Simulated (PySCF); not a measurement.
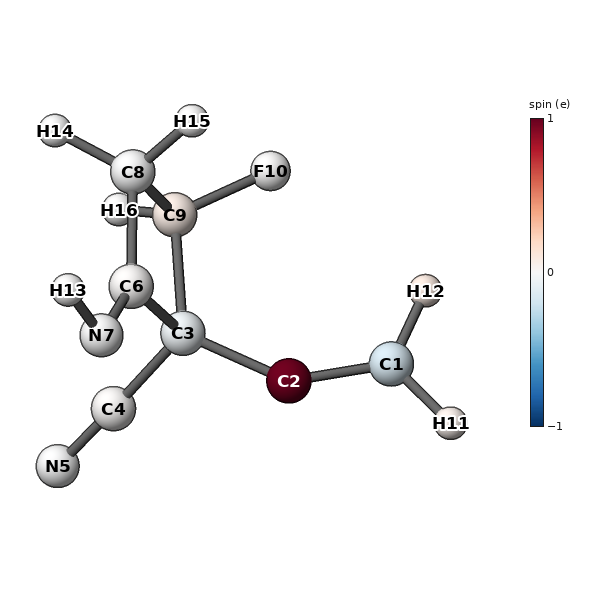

Atoms are coloured by their Mulliken spin populations. Charge 0, doublet. The computed structure is the end point of a GFN2-xTB optimisation. No frequency run is at hand to confirm it as a minimum. Method: UKS B3LYP, pcH-1 on C F H N, non-relativistic (PySCF 2.14.0).

Give the Mulliken spin populations atom by atom.

```csv
atom,value (e)
C1,−0.16
C2,0.98
C3,−0.05
C4,0.01
N5,−0.01
C6,0.01
N7,0.00
C8,0.00
C9,0.07
F10,0.00
H11,0.05
H12,0.09
H13,0.00
H14,0.00
H15,0.00
H16,0.00
```

Mulliken values depend strongly on the basis set.
